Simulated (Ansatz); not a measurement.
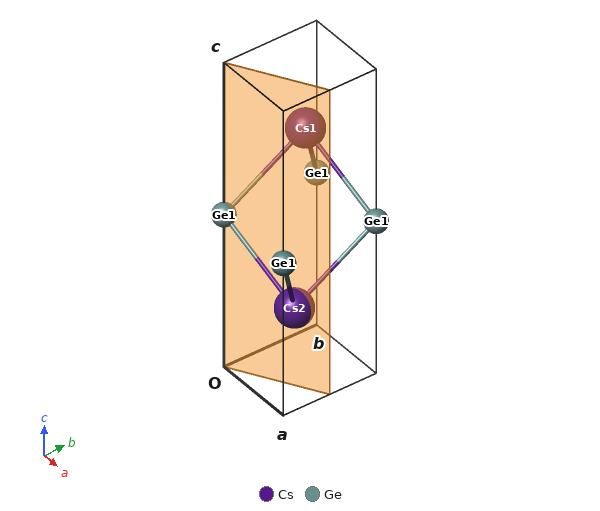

The shaded plane is a symmetry element of the crystal. Crystal: Cs2Ge, the geometry relaxed with DFT PBE, scalar-relativistic, plane waves, PAW in Ansatz; the starting structure was generated, so it need not be a known form of this composition. Symmetry computed with spglib at a tolerance of 0.002 Å; standard conventional cell.

a = 4.745 Å, b = 4.745 Å, c = 10.019 Å, α = 90.00°, β = 90.00°, γ = 120.00°.

```csv
atom,x,y,z
Cs1,0.3333,0.6667,0.7461
Cs2,0.6667,0.3333,0.2539
Ge1,0.0000,0.0000,0.5000
```

> Is it a mirror or a glide plane, and what is the operation?

It is a mirror plane, parallel to (1 −2 0), through (0.600, 0.300, 1/2): x, y, z → x, x−y, z.

> Onto which atom does it carry each atom (up to whole multiples of a, b and c)?

Cs1 → Cs1, Cs2 → Cs2, Ge1 → Ge1.

> What is the crystal's space group?

No. 164, P-3m1.
